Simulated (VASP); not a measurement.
Band structure of MgH₂ (rutile). These are optB88-vdW, VASP's PBE PAW potentials (set 64) (plane waves; VASP) values and carry that method's errors.

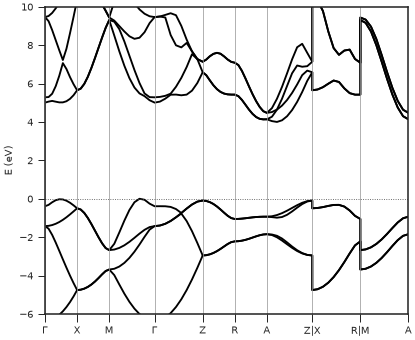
*Bands along high-symmetry lines, zero at the valence-band maximum or, without a gap, the Fermi level*

### Question
Read the plot: is there a gap, and where are the band edges?

### Answer
The gap is indirect, 4.00 eV, from the valence maximum at M-Γ at 0.67 to the conduction minimum at A-Z at 0.22. (Edges off the drawn lines would not show.)

The compound is MgH2 in the rutile structure. It was relaxed first.
